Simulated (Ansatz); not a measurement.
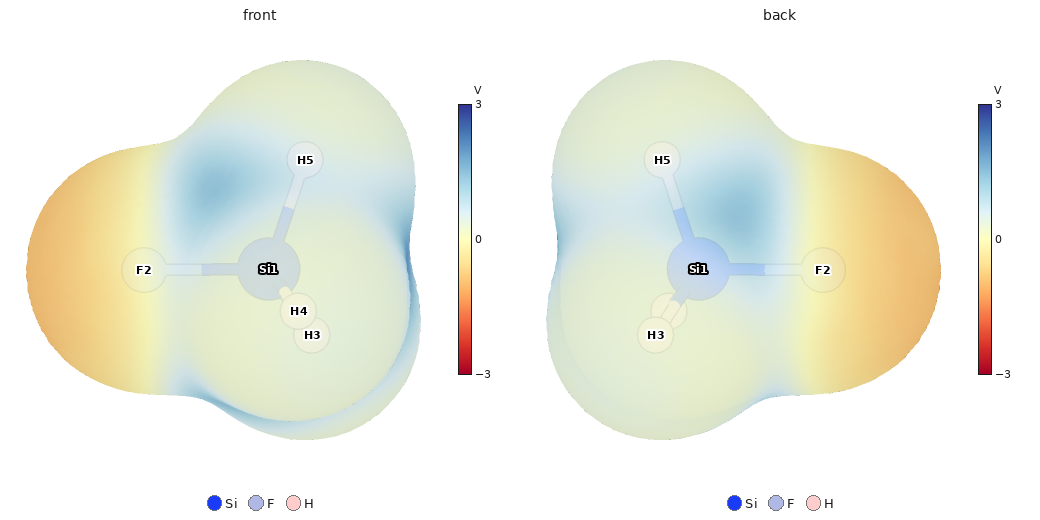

The picture shows: FH3Si. The molecular electrostatic potential painted on the density surface at 0.002 e/bohr³, seen from the front and from behind; red is negative and blue positive.

Geometry: PBE0-D4/def2-TZVP.

Method: RKS PBE0-D4/def2-TZVPPD (Ansatz).

```yaml
atoms:
  - { symbol: Si, position_ang: [-0.2058, -0.2033, 1.9780] }
  - { symbol: F, position_ang: [-1.6557, -0.2500, 1.3030] }
  - { symbol: H, position_ang: [0.4159, 1.1027, 1.6565] }
  - { symbol: H, position_ang: [0.6020, -1.3152, 1.4244] }
  - { symbol: H, position_ang: [-0.3686, -0.3564, 3.4427] }
```

Question: Describe the electrostatic potential map.

Answer: The most negative region (about −0.9 V) lies over F2, the most positive (about +1.9 V) over Si1.
